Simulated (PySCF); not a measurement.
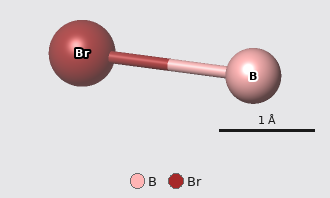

The input geometry (ball-and-stick view, seen at a tilt). Bond lengths as drawn: B–Br 2.03 Å.

## BBr (charge +1): single-point calculation

BBr, charge +1, multiplicity 2, computed with UHF/6-31g*, mp2 (PySCF 2.14.0).

The program's output
```
PySCF version 2.14.0

[INPUT] verbose = 4
[INPUT] num. atoms = 2
[INPUT] num. electrons = 39
[INPUT] charge = 1
[INPUT] spin (= nelec alpha-beta = 2S) = 1
[INPUT] symmetry False subgroup None
[INPUT] Mole.unit = angstrom
[INPUT] Symbol           X                Y                Z      unit          X                Y                Z       unit  Magmom
[INPUT]  1 B      0.000000000000   0.000000000000   0.000000000000 AA    0.000000000000   0.000000000000   0.000000000000 Bohr   0.0
[INPUT]  2 Br     0.000000000000   0.000000000000   2.030000000000 AA    0.000000000000   0.000000000000   3.836144032867 Bohr   0.0

nuclear repulsion = 45.6187250793104
number of shells = 18
number of NR pGTOs = 122
number of NR cGTOs = 46
basis = 6-31g*
ecp = {}

******** <class 'pyscf.df.df_jk.DFUHF'> ********
method = DFUHF
initial guess = minao
damping factor = 0
level_shift factor = 0
DIIS = <class 'pyscf.scf.diis.CDIIS'>
diis_start_cycle = 1
diis_space = 8
diis_damp = 0
SCF conv_tol = 1e-09
SCF conv_tol_grad = None
SCF max_cycles = 50
direct_scf = False
number electrons alpha = 20  beta = 19
Set gradient conv threshold to 3.16228e-05
******** <class 'pyscf.df.df.DF'> ********
auxbasis = def2-universal-jkfit
init E= -2595.558933673
  alpha nocc = 20  HOMO = -0.26607732118976  LUMO = 0.041785306337462
  beta  nocc = 19  HOMO = -0.45204560076453  LUMO = -0.26607732118976

WARN: HOMO -0.26607732118976 >= LUMO -0.26607732118976

cycle= 1 E= -2596.24930725018  delta_E= -0.69  |g|= 0.302  |ddm|= 1.05
  alpha nocc = 20  HOMO = -0.714244532549738  LUMO = -0.324048890553813
  beta  nocc = 19  HOMO = -0.70143735990588  LUMO = -0.441029884508958
  HOMO = -0.701437359906  LUMO = -0.441029884509  gap/eV = 7.08605
cycle= 2 E= -2596.33585564816  delta_E= -0.0865  |g|= 0.172  |ddm|= 0.787
  alpha nocc = 20  HOMO = -0.742918597666793  LUMO = -0.23171316382447
  beta  nocc = 19  HOMO = -0.734673702853431  LUMO = -0.35538961685088
  HOMO = -0.734673702853  LUMO = -0.355389616851  gap/eV = 10.32085
cycle= 3 E= -2596.35986995535  delta_E= -0.024  |g|= 0.0542  |ddm|= 0.228
  alpha nocc = 20  HOMO = -0.728359047453723  LUMO = -0.216055598604262
  beta  nocc = 19  HOMO = -0.722625298626267  LUMO = -0.326010557268301
  HOMO = -0.722625298626  LUMO = -0.326010557268  gap/eV = 10.79244
cycle= 4 E= -2596.36427863596  delta_E= -0.00441  |g|= 0.0277  |ddm|= 0.111
  alpha nocc = 20  HOMO = -0.727545092757361  LUMO = -0.212904908267644
  beta  nocc = 19  HOMO = -0.723860376985699  LUMO = -0.314154843049661
  HOMO = -0.723860376986  LUMO = -0.31415484305  gap/eV = 11.14866
cycle= 5 E= -2596.3658688618  delta_E= -0.00159  |g|= 0.0103  |ddm|= 0.0756
  alpha nocc = 20  HOMO = -0.728145715431215  LUMO = -0.214131177717766
  beta  nocc = 19  HOMO = -0.725337098633779  LUMO = -0.312621481324705
  HOMO = -0.725337098634  LUMO = -0.312621481325  gap/eV = 11.23056
cycle= 6 E= -2596.36619461182  delta_E= -0.000326  |g|= 0.00411  |ddm|= 0.0393
  alpha nocc = 20  HOMO = -0.727346746354322  LUMO = -0.213612891219245
  beta  nocc = 19  HOMO = -0.724643518173525  LUMO = -0.312428545512473
  HOMO = -0.724643518174  LUMO = -0.312428545512  gap/eV = 11.21694
cycle= 7 E= -2596.36624821177  delta_E= -5.36e-05  |g|= 0.00244  |ddm|= 0.0143
  alpha nocc = 20  HOMO = -0.727357245576622  LUMO = -0.212975360550108
  beta  nocc = 19  HOMO = -0.724975903107817  LUMO = -0.312125311725787
  HOMO = -0.724975903108  LUMO = -0.312125311726  gap/eV = 11.23424
cycle= 8 E= -2596.36627528866  delta_E= -2.71e-05  |g|= 0.00103  |ddm|= 0.0133
  alpha nocc = 20  HOMO = -0.726961976850222  LUMO = -0.212679247127653
  beta  nocc = 19  HOMO = -0.724885056705357  LUMO = -0.312059300687467
  HOMO = -0.724885056705  LUMO = -0.312059300687  gap/eV = 11.23356
cycle= 9 E= -2596.36628072021  delta_E= -5.43e-06  |g|= 0.000225  |ddm|= 0.00767
  alpha nocc = 20  HOMO = -0.726948248312287  LUMO = -0.212622076307497
  beta  nocc = 19  HOMO = -0.724973178010336  LUMO = -0.312083114201009
  HOMO = -0.72497317801  LUMO = -0.312083114201  gap/eV = 11.23531
cycle= 10 E= -2596.36628092298  delta_E= -2.03e-07  |g|= 9.5e-05  |ddm|= 0.00108
  alpha nocc = 20  HOMO = -0.726908658520093  LUMO = -0.212582616058094
  beta  nocc = 19  HOMO = -0.724996420338739  LUMO = -0.312056398476606
  HOMO = -0.724996420339  LUMO = -0.312056398477  gap/eV = 11.23667
cycle= 11 E= -2596.36628096442  delta_E= -4.14e-08  |g|= 4.31e-05  |ddm|= 0.000448
  alpha nocc = 20  HOMO = -0.726890718306768  LUMO = -0.212564605483993
  beta  nocc = 19  HOMO = -0.725014286899193  LUMO = -0.312051643601629
  HOMO = -0.725014286899  LUMO = -0.312051643602  gap/eV = 11.23729
cycle= 12 E= -2596.36628097297  delta_E= -8.55e-09  |g|= 9.34e-06  |ddm|= 0.000256
  alpha nocc = 20  HOMO = -0.726888323231314  LUMO = -0.212566881127721
  beta  nocc = 19  HOMO = -0.725017424323364  LUMO = -0.312053508429803
  HOMO = -0.725017424323  LUMO = -0.31205350843  gap/eV = 11.23732
cycle= 13 E= -2596.36628097321  delta_E= -2.38e-10  |g|= 2.3e-06  |ddm|= 4.18e-05
  alpha nocc = 20  HOMO = -0.726888296572061  LUMO = -0.212566076706679
  beta  nocc = 19  HOMO = -0.725017781122403  LUMO = -0.312052958164734
  HOMO = -0.725017781122  LUMO = -0.312052958165  gap/eV = 11.23735
```

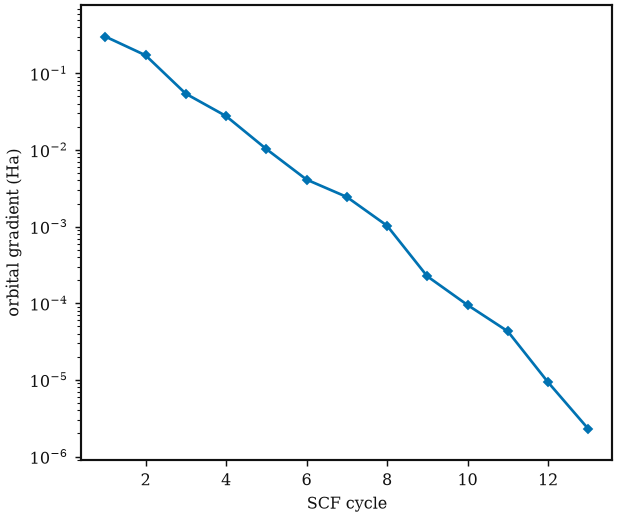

Convergence of the self-consistent field: orbital gradient against the SCF cycle. The residual falls at every step.

```
Extra cycle  E= -2596.36628097322  delta_E= -7.28e-12  |g|= 1.17e-06  |ddm|= 4.64e-06
converged SCF energy = -2596.36628097322  <S^2> = 0.77114794  2S+1 = 2.0210373

******** <class 'pyscf.mp.dfump2.DFUMP2'> ********
nocc = (np.int64(10), np.int64(9)), nmo = (36, 36)
frozen orbitals 10
E(DFUMP2) = -2596.65019712001  E_corr = -0.283916146790584
E(SCS-DFUMP2) = -2596.63010503877  E_corr = -0.263824065558779
E_corr(same-spin) = -0.0887022814499099
E_corr(oppo-spin) = -0.195213865340675

WARN: System has nonzero charge 1; the dipole moment is origin-dependent.
Location of origin: [0. 0. 0.]

Dipole moment(X, Y, Z, Debye): -0.00000,  0.00000,  1.83978
orbital energies (hartree): [array([-0.7795, -0.7269, -0.7269, -0.2618, -0.2618, -0.1283]), array([-0.8741, -0.725 , -0.725 , -0.3121, -0.2126, -0.2126])]
```

This output came from the following input.

Input file
```python
from pyscf import gto, scf, mp

mol = gto.M(
    atom='B 0 0 0; Br 0 0 2.03',
    basis='6-31g*',
    charge=1,
    spin=1,
    verbose=4,
)
mf = scf.UHF(mol)
mf = mf.density_fit(auxbasis='def2-universal-jkfit')
field = -0.01  # electric field along z, atomic units
h = mf.get_hcore() + field*mol.intor('int1e_r')[2]
mf.get_hcore = lambda *args: h
e_nuc = mol.energy_nuc() - field*mol.atom_charges() @ mol.atom_coords()[:, 2]
mf.energy_nuc = lambda *args: e_nuc
mf.kernel()
mp.MP2(mf, frozen=10).kernel()
mf.dip_moment()
print('orbital energies (hartree):', [e[max(0, n-3):n+3].round(4) for e, n in zip(mf.mo_energy, mol.nelec)])
```

Launch command:
```bash
OMP_NUM_THREADS=1 python input.py
```

Summary

| quantity | value |
| --- | --- |
| outcome | converged |
| SCF energy | −2596.366281 hartree |
| ⟨S²⟩ | 0.771 |
| hardware | 1 CPU thread, shared host |
